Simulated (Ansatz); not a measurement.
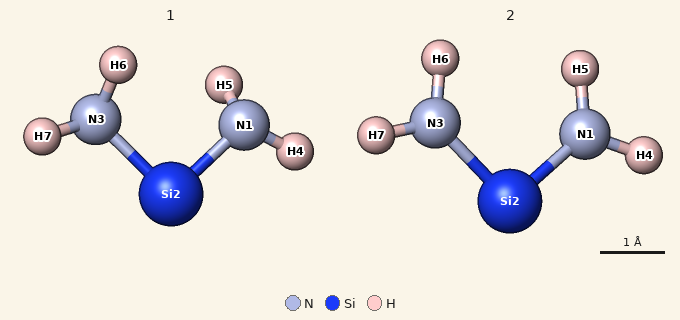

Two geometries of SiN2H4, drawn at one scale. One is the start of a relaxation, the other its converged end. Style: ball-and-stick. Shown at a tilt.

All numbers below come from RKS PBE0-D4/STO-3G in Ansatz. Settings: no spin polarisation; force threshold 0.015 eV/Å; at most 40 steps.

**Which of the two is the end point?**

Structure 2 is the relaxed one. The run prepares an end point of a later path (inversion) calculation, from a guessed geometry. The energy falls by 105.3 kJ/mol in 6 accepted moves (7 points after the start). The largest force component goes from 5.8 to 0.0037 eV/Å. The line search rejected the trial step at point 3 of the run. The largest moves after the best rigid fit, 0.48 Å, are those of H5 and H6. Largest moves by element: H 0.48 Å, N 0.31 Å, Si 0.12 Å. Among the contacts that change: N1–Si2 1.628 → 1.720 Å, Si2–N3 1.664 → 1.720 Å, N1–H4 0.989 → 1.033 Å, N3–H7 1.066 → 1.033 Å. Among the angles between lasting bonds that change: Si2–N3–H6 109.9° → 127.6°, Si2–N1–H5 111.8° → 127.6°, Si2–N3–H7 112.4° → 122.6°.

Limits of the set-up: STO-3G is a minimal basis, so the numbers are rough.
